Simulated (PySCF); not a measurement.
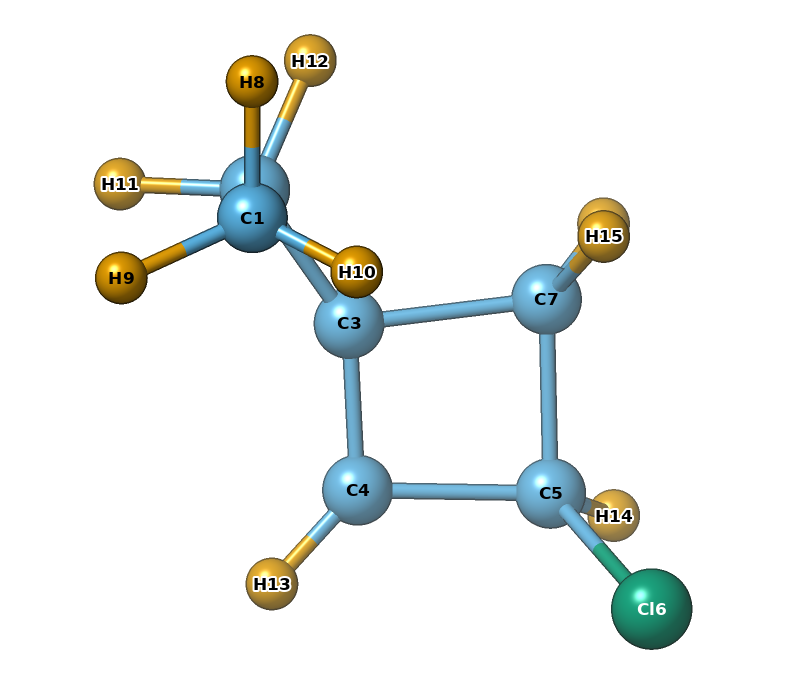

C2 lies behind C1. The molecule seen nearly along the C1–C2 bond, C1 in front. Atoms fade into the background with distance from the viewer. Geometry: a frame of a GFN2-xTB molecular-dynamics simulation, not a minimum.

Q: What is the torsion angle H8–C1–C2–C3? The sign is positive where the front bond must turn clockwise to cover the back bond.

A: 147°, anticlinal.
